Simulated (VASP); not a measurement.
Band structure of CdS (zinc blende). All values below come from rev-vdW-DF2, VASP's PBE PAW potentials (set 64) (plane waves; VASP).

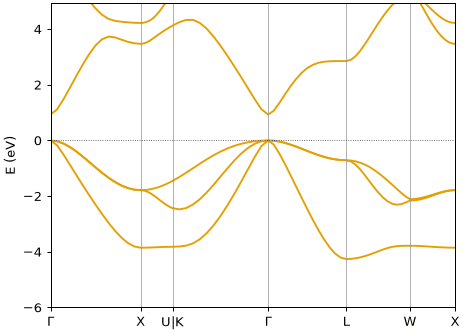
Figure. Bands along high-symmetry lines, zero at the valence-band maximum or, without a gap, the Fermi level

Read the plot: is there a gap, and where are the band edges?

The gap is direct, 0.93 eV, from the valence maximum at Γ to the conduction minimum at Γ. (Edges off the drawn lines would not show.)

Measured: gap 2.48 eV at 4 K (computed value off by -1.55 eV), as given by arXiv:1206.3780.

The compound is CdS in the zinc blende structure, a metastable form; wurtzite is the usual one. It was relaxed first.
